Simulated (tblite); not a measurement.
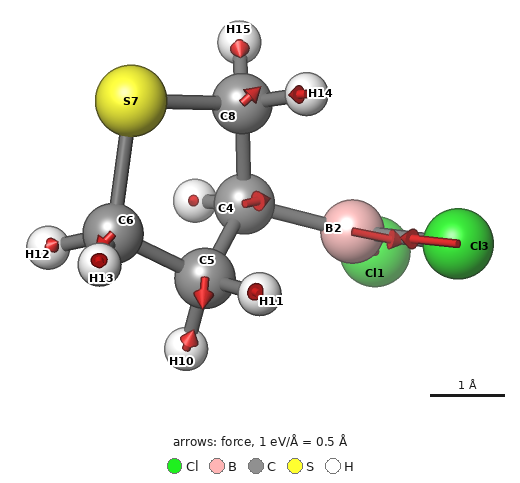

Starting geometry of C4H7BCl2S with the computed forces as red arrows. The picture is a ball-and-stick view, seen at a tilt.

Level of theory: GFN2-xTB geometry optimisation, gas phase (tblite 0.8.0). 

> What follows when this structure is relaxed?

It isn't relaxed: the largest force vector, on a Cl atom, is 2.14 eV/Å. The final displacements follow the starting forces only in part (cosine between the two patterns 0.47). The largest move after the best rigid fit is that of a Cl atom, 0.19 Å. Largest moves by element: Cl 0.19 Å, H 0.17 Å, C 0.06 Å, B 0.06 Å, S 0.05 Å. Some distances before and after: B–Cl 1.863 → 1.716 Å, C–C 1.517 → 1.540 Å, C–H 1.112 → 1.090 Å, C–S 1.821 → 1.829 Å. Bond angles that change, for instance: B–C–H 108.0° → 111.0°, C–C–C 106.3° → 104.0°, C–C–H 111.5° → 109.3°. After 41 geometry steps the energy has fallen by 0.410 eV. Cost: 0.57 s on 1 thread of Arm Neoverse N1, on a shared host.
